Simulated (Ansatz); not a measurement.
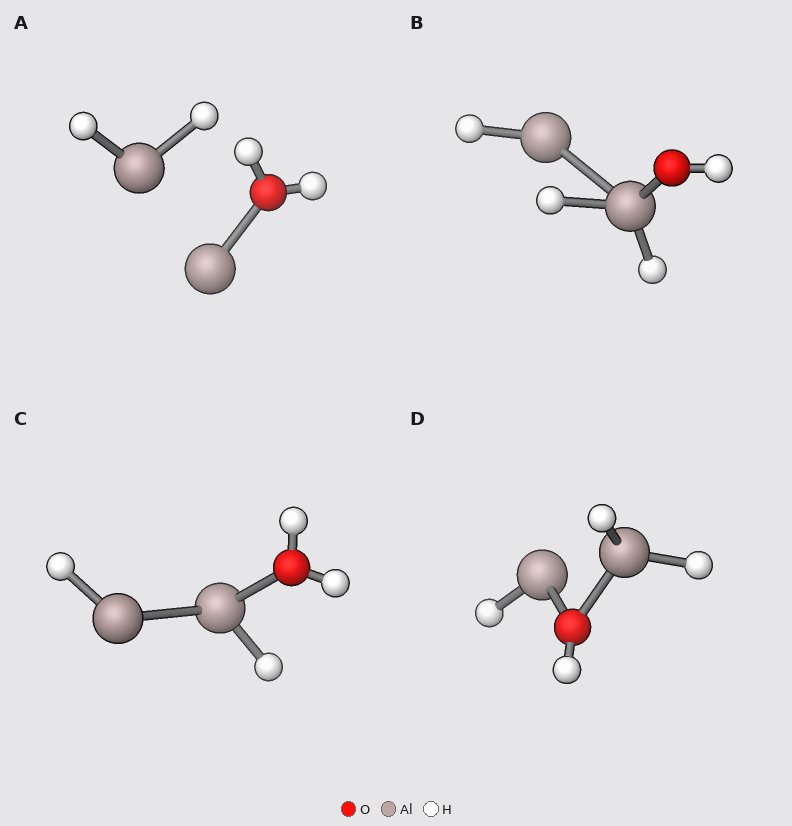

4 stationary structures of one formula. Geometries: PBE-D4/def2-SVP. Electronic energies: PBE-D4/def2-SVP (Ansatz 0.2.0), without zero-point energy. No frequency run is at hand to confirm each as a minimum. Each is one conformer, not always the lowest.

**Which structure is the most stable?**

D is lowest (Cs); B lies 0.683 eV above it (C1), A lies 1.972 eV above it (Cs), C lies 2.292 eV above it (C1).
